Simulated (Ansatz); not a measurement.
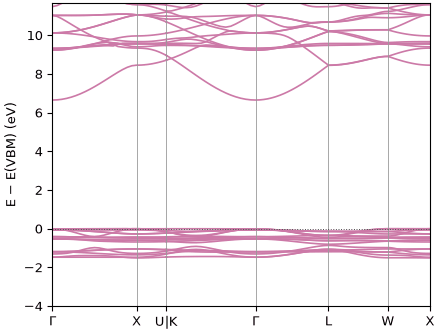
Fig. 1. Band structure from r²SCAN in the plane-wave PAW code Ansatz

Q: Read off the gap and where the band edges lie.

A: About 6.7 eV (6.65 eV by a search for the band edges); maximum on the W–X line, 36 % of the way from W, minimum at Γ.

The material is Rb3YF6 in space group Fm-3m (No. 225; Rb on 8c, Rb on 4b, Y on 4a, F on 24e).

The workflow started from a Materials Project entry (that database holds measured and hypothetical structures alike); the Crystallography Open Database copy checked does not list it. COD files the formula under space group No. 139, so this cell is another polymorph or a model. Whether it is the stable phase at ambient conditions was not checked. Symmetry was held in the r²SCAN relaxation; its stability against distortions is not shown here. No spin polarisation was allowed. Spin–orbit coupling is left out wherever it is not named.

Potentials: the later of the program's two PAW sets.
